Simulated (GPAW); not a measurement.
**O K ELNES/XANES of La2O3 (P-3m1) from DFT**

Aim: the dependence of the O K near-edge features of La2O3 (P-3m1) on volume.

Method: X-ray absorption from dipole matrix elements to empty bands, plane-wave PAW LDA, without spin-orbit coupling, in GPAW 26.7.0.

## Step 1: Set-up

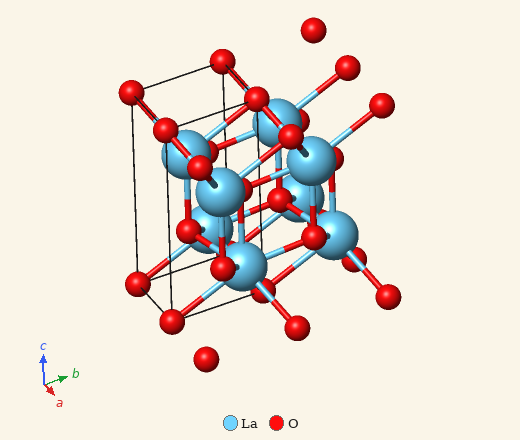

The starting structure, seen slightly off an axis (lanthanum blue, oxygen red). 2×2×1 cells are drawn. Bonds to atoms that aren't drawn are left out. Some periodic images of atoms are drawn too.

Coordinates:

```xyz
5
Lattice="3.9308 0.0000 0.0000 -1.9654 3.4042 0.0000 0.0000 0.0000 6.1120" Properties=species:S:1:pos:R:3 pbc="T T T"
La    0.0000    2.2694    1.5050
La    1.9654    1.1347    4.6070
O     0.0000    0.0000    0.0000
O     0.0000    2.2694    3.9477
O     1.9654    1.1347    2.1643
```

## Step 2: The field without a hole

The ground state comes first: it tells whether the system has a gap, which decides how the excited electron is treated.

Input file scf.py:

```python
import numpy as np
from ase import Atoms
from ase.parallel import parprint, paropen
from gpaw import GPAW, PW, FermiDirac, Mixer, MixerDif, setup_paths
from gpaw.test import gen
setup_paths.insert(0, '.')
gen('O', name='nch1s', xcname='LDA', corehole=(1, 0, 0), write_xml=True)
from gpaw.mpi import world
world.barrier()

atoms = Atoms('La2O3',
    cell=[[3.93077788, 0, 0],
     [-1.96538894, 3.4041535, 0],
     [0, 0, 6.11195352]],
    scaled_positions=[[0.33333333, 0.66666667, 0.24623568],
     [0.66666667, 0.33333333, 0.75376432],
     [0, 0, 0],
     [0.33333333, 0.66666667, 0.64589065],
     [0.66666667, 0.33333333, 0.35410935]],
    pbc=True)
atoms.calc = calc = GPAW(legacy_gpaw=True, mode=PW(500, force_complex_dtype=True), xc='LDA', setups={2: 'nch1s'},
    kpts={'size': (7, 7, 4), 'gamma': True}, occupations=FermiDirac(0.05),
    charge=0, mixer=Mixer(0.1, 5, 50), maxiter=150,
    convergence={'density': 0.0001, 'eigenstates': 1e-6}, txt='scf.txt')
energy = atoms.get_potential_energy() + calc.get_reference_energy()
ef = calc.get_fermi_level()
out = dict(energy=energy, fermi=ef, forces=atoms.get_forces().tolist())
parprint(f'all-electron energy {energy:.4f} eV, Fermi level {ef:.4f} eV')
ev = np.array([[calc.get_eigenvalues(k, s) for k in range(len(calc.get_ibz_k_points()))] for s in range(calc.get_number_of_spins())])
out['homo'], out['lumo'], out['counts'] = ev[ev < ef].max(), ev[ev > ef].min(), sorted(set((ev < ef).sum((0, 2)).tolist()))
out['filled'] = (ev[:, 0] < ef).sum(1).tolist()
import json
with paropen('out.json', 'w') as f:
    json.dump(out, f)
```

On the command line:

```console
$ OMP_NUM_THREADS=1 mpirun -n 4 gpaw python scf.py
```

Numbers of over 12 decimals in the logs are rounded to 6 here.

The program printed:

```text
Input parameters:
  convergence: {density: 0.0001,
                eigenstates: 1e-06}
  kpts: {gamma: True,
         size: (7, 7, 4)}
  maxiter: 150
  mixer: {backend: pulay,
          beta: 0.1,
          method: separate,
          nmaxold: 5,
          weight: 50}
  mode: {ecut: 500.0,
         force_complex_dtype: True,
         name: pw}
  occupations: {fixmagmom: False,
                name: fermi-dirac,
                width: 0.05}
  setups: {2: nch1s}

Initialize ...

[... PAW data sets ...]

Reference energy: -467960.970027  # eV

Spin-paired calculation

[... convergence settings ...]
Symmetries present (total): 12
  [... symmetry matrices ...]

196 k-points: 7 x 7 x 4 Monkhorst-Pack grid + [0.000000,0.000000,1/8]
28 k-points in the irreducible part of the Brillouin zone
       k-points in crystal coordinates                weights
   0:     0.00000000    0.00000000    0.00000000          1/196
   1:     0.00000000    0.00000000    0.25000000          2/196
   2:     0.00000000    0.00000000    0.50000000          1/196
   3:     0.14285714    0.00000000   -0.25000000          6/196
   4:     0.14285714    0.00000000    0.00000000          6/196
   5:     0.14285714    0.00000000    0.25000000          6/196
   6:     0.14285714    0.00000000    0.50000000          6/196
   7:     0.28571429   -0.14285714    0.00000000          6/196
   8:     0.28571429   -0.14285714    0.25000000         12/196
   9:     0.28571429   -0.14285714    0.50000000          6/196
          ...
  27:     0.42857143    0.42857143    0.50000000          6/196

Wave functions: Plane wave expansion
  Cutoff energy: 500.000 eV
  Number of coefficients (min, max): 2057, 2098
  Pulay-stress correction: 0.000000 eV/Ang^3 (de/decut=0.000000)
  Using FFTW library
  Wavefunction extrapolation:
    Improved wavefunction reuse through dual PAW basis

Occupation numbers: Fermi-Dirac:
  width: 0.0500  # eV

Eigensolver
   Davidson(niter=2)

Densities:
  Coarse grid: 21*21*32 grid
  Fine grid: 42*42*64 grid
  Total Charge: 0.000000

Density mixing:
  Method: separate
  Backend: pulay
  Linear mixing parameter: 0.1
  old densities: 5
  Width of damping distribution: 1.1
  Damping of long wavelength oscillations: 50

[... Hamiltonian set-up ...]
Number of atoms: 5
Number of atomic orbitals: 52
Number of bands in calculation: 28
Number of valence electrons: 40
Bands to converge: occupied

... initialized

Initializing position-dependent things.

Density initialized from atomic densities
Creating initial wave functions:
  28 bands from LCAO basis set

         O   La

         La  O

       O

Atomic positions and initial magnetic moments

Positions:
   0 La    -0.000000    2.269436    1.504981    ( 0.0000,  0.0000,  0.0000)
   1 La     1.965389    1.134718    4.606972    ( 0.0000,  0.0000,  0.0000)
   2 O      0.000000    0.000000    0.000000    ( 0.0000,  0.0000,  0.0000)
   3 O     -0.000000    2.269436    3.947654    ( 0.0000,  0.0000,  0.0000)
   4 O      1.965389    1.134718    2.164300    ( 0.0000,  0.0000,  0.0000)

Unit cell:
           periodic     x           y           z      points  spacing
  1. axis:    yes    3.930778    0.000000    0.000000    21     0.1621
  2. axis:    yes   -1.965389    3.404154    0.000000    21     0.1621
  3. axis:    yes    0.000000    0.000000    6.111954    32     0.1910

  Lengths:   3.930778   3.930778   6.111954
  Angles:   90.000000  90.000000 120.000000

Effective grid spacing dv^(1/3) = 0.1796

iter:   1   -48.962026
iter:   2   -46.494756   -0.04  -0.88
iter:   3   -44.469600   +0.68  -0.99
iter:   4   -44.771265   -0.02  -1.36
iter:   5   -45.704192   +0.18  -1.44
iter:   6   -44.829973   +0.06  -1.37
iter:   7   -44.979860   -0.34  -1.90
iter:   8   -45.252490   -0.36  -1.73
[...]
iter:  16   -44.812333   -1.15  -1.94
iter:  17   -44.805289   -1.61  -2.14
iter:  18   -44.787757   -1.41  -2.24
iter:  19   -44.793588c  -1.84  -2.59
iter:  20   -44.790356c  -2.65  -2.46
iter:  21   -44.790078c  -2.62  -2.64
iter:  22   -44.790066c  -2.98  -2.81
iter:  23   -44.789716c  -3.55  -2.91
iter:  24   -44.789666c  -4.12  -3.18
iter:  25   -44.789684c  -3.93  -3.32
[...]
iter:  29   -44.789643c  -4.92  -3.53
iter:  30   -44.789642c  -5.46  -3.91
iter:  31   -44.789640c  -4.47  -3.98
iter:  32   -44.789638c  -5.39  -4.11c
iter:  33   -44.789638c  -5.97  -4.53c
iter:  34   -44.789638c  -6.09c -4.70c

Converged after 34 iterations.

Dipole moment: (-0.000000, 0.000000, -0.000000) |e|*Ang

Energy contributions relative to reference atoms: (reference = -467960.970027)

Kinetic:        +43.448629
Potential:      -41.276390
External:        +0.000000
XC:             -45.963554
Entropy (-ST):   -0.000000
Local:           -0.998323
SIC:             +0.000000
--------------------------
Free energy:    -44.789638
Extrapolated:   -44.789638

Showing only first 2 kpts
 Kpt  Band  Eigenvalues  Occupancy
  0    18      7.28742    2.00000
  0    19      7.54925    2.00000
  0    20     11.83225    0.00000
  0    21     12.20439    0.00000

  1    18      7.32970    2.00000
  1    19      7.32972    2.00000
  1    20     12.01282    0.00000
  1    21     12.28130    0.00000

Fermi level: 9.73864

Gap: 3.822 eV
Transition (v -> c):
  (s=0, k=21, n=19, [0.43, 0.00, 0.50]) -> (s=0, k=19, n=20, [0.43, 0.00, 0.00])
Direct/indirect transitions are different
Direct gap: 3.970 eV
Transition at: (s=0, k=22, n=19, [0.43, 0.29, 0.00])

Forces in eV/Ang:
  0 La   -0.00000   -0.00000    0.15121
  1 La    0.00000    0.00000   -0.15121
  2 O     0.00000    0.00000    0.00000
  3 O     0.00000   -0.00000    0.02244
  4 O     0.00000   -0.00000   -0.02244
Scalar-relativistic atomic LDA calculation for O (Oxygen, Z=8)
Core hole in 1s state (1s occupation: 2.0)
300 radial gridpoints.
|------------------------------------------------|
|------------------------------------------------|
[... the atom generator's iteration count ...]

Energy contributions:
-------------------------
Kinetic:      +74.266897
XC:            -7.772280
Potential:   -141.018865
-------------------------
Total:        -74.524248

state      eigenvalue         ekin         rmax
-----------------------------------------------
1s^2.0 :   -18.772897    28.821965        0.130
2s^2.0 :    -0.872866     3.204810        0.874
2p^4.0 :    -0.337925     2.553337        0.813
-----------------------------------------------
(units: Bohr and Hartree)

Generating PAW setup
Kinetic energy of the core from tauc = 57.689706
Cutoffs:
rc(s)=1.300
rc(p)=1.130
rc(d)=1.170
rc(vbar)=1.300
rc(comp)=1.260
rc(nct)=1.300

Kinetic energy of the core states: 57.643930
Charge: 0.0
Core electrons: 2.0
Valence electrons: 6.0
Pseudo-core charge: 0.000776
Shape function alpha=6.299
Pseudo-electron charge 5.666261
state    eigenvalue         norm
--------------------------------
2s(2) :    -0.872866     1.079797
*s    :     0.127134
2p(4) :    -0.337925     0.876472
*p    :     0.662075
*d    :     0.000000
--------------------------------

Diagonalizing with gridspacing h=0.050

state   all-electron     PAW
-------------------------------
2s:      -0.872866    -0.873954
2p:      -0.337925    -0.341740
*d:                    0.050276
*f:                    0.077289
-------------------------------
all-electron energy -468005.7597 eV, Fermi level 9.7386 eV
```

Run time: 25 s. Hardware: 4 MPI ranks of Arm Neoverse V1, shared host; peak memory 0.22 GiB; 98 s of CPU time.

The mesh shows a gap of 3.82 eV, so the hole is first treated in a charged cell, without the excited electron.

## Step 3: Reference energy of the supercell

The photon energy needs a difference of total energies, so the cell and mesh of the coming hole run are first run without a hole.

scf.py: that of step 2 with these lines changed.

```diff
@@ -10,14 +10,24 @@
 
-atoms = Atoms('La2O3',
-    cell=[[3.93077788, 0, 0],
-     [-1.96538894, 3.4041535, 0],
-     [0, 0, 6.11195352]],
-    scaled_positions=[[0.33333333, 0.66666667, 0.24623568],
-     [0.66666667, 0.33333333, 0.75376432],
+atoms = Atoms('La6O9',
+    cell=[[-5.89616682, 3.4041535, 0],
+     [-5.89616682, -3.4041535, 0],
+     [3.93077788, 0, 6.11195352]],
+    scaled_positions=[[0.41541189, 0.74874523, 0.24623568],
+     [0.74874523, 0.08207856, 0.24623568],
+     [0.08207856, 0.41541189, 0.24623568],
+     [0.25125477, 0.91792144, 0.75376432],
+     [0.58458811, 0.25125477, 0.75376432],
+     [0.91792144, 0.58458811, 0.75376432],
      [0, 0, 0],
-     [0.33333333, 0.66666667, 0.64589065],
-     [0.66666667, 0.33333333, 0.35410935]],
+     [0.33333333, 0.33333333, 0],
+     [0.66666667, 0.66666667, 0],
+     [0.54863022, 0.88196355, 0.64589065],
+     [0.88196355, 0.21529688, 0.64589065],
+     [0.21529688, 0.54863022, 0.64589065],
+     [0.11803645, 0.78470312, 0.35410935],
+     [0.45136978, 0.11803645, 0.35410935],
+     [0.78470312, 0.45136978, 0.35410935]],
     pbc=True)
-atoms.calc = calc = GPAW(legacy_gpaw=True, mode=PW(500, force_complex_dtype=True), xc='LDA', setups={2: 'nch1s'},
-    kpts={'size': (7, 7, 4), 'gamma': True}, occupations=FermiDirac(0.05),
+atoms.calc = calc = GPAW(legacy_gpaw=True, mode=PW(500, force_complex_dtype=True), xc='LDA', setups={6: 'nch1s'},
+    kpts={'size': (3, 3, 3), 'gamma': True}, occupations=FermiDirac(0.02),
     charge=0, mixer=Mixer(0.1, 5, 50), maxiter=150,
```

The program printed:

```text
Input parameters:
  convergence: {density: 0.0001,
                eigenstates: 1e-06}
  kpts: {gamma: True,
         size: (3, 3, 3)}
  maxiter: 150
  mixer: {backend: pulay,
          beta: 0.1,
          method: separate,
          nmaxold: 5,
          weight: 50}
  mode: {ecut: 500.0,
         force_complex_dtype: True,
         name: pw}
  occupations: {fixmagmom: False,
                name: fermi-dirac,
[...]
2s(2) :    -0.872866     1.079797
*s    :     0.127134
2p(4) :    -0.337925     0.876472
*p    :     0.662075
*d    :     0.000000
--------------------------------

Diagonalizing with gridspacing h=0.050

state   all-electron     PAW
-------------------------------
2s:      -0.872866    -0.873954
2p:      -0.337925    -0.341740
*d:                    0.050276
*f:                    0.077289
-------------------------------
all-electron energy -1404017.2927 eV, Fermi level 8.8357 eV
[key lines of the parts left out:]
Converged after 40 iterations.
Dipole moment: (-0.000000, -0.000000, -0.000000) |e|*Ang
Free energy:   -134.382599
Fermi level: 8.83572
```

Wall time 3.1 min (4 MPI ranks); peak memory 0.42 GiB.

Reference energy: -1404017.293 eV with the cores included.

(Part 1 of 4 ends here.)

[Banner, clock and machine lines of the logs are left out without a mark of their own.]

[Logs are printed without paths, hosts, clocks, repeated set-up lines and the standing remarks that a program may print on its own settings, such as how far it seeks lower states.]

[Hosts, paths, dates, database ids (printed as entryN), source tags and the programs' standing remarks are cut or masked in the printed files.]

[Lists of maxima count a maximum above −3 eV only where it reaches 4 % of the highest in the window and stands out from its surroundings by 2 % of it (1.5 % where it reaches 55 %); shoulders and weaker maxima are passed over, and of the rest the first, up to two pre-edge ones and the few strongest are named.]
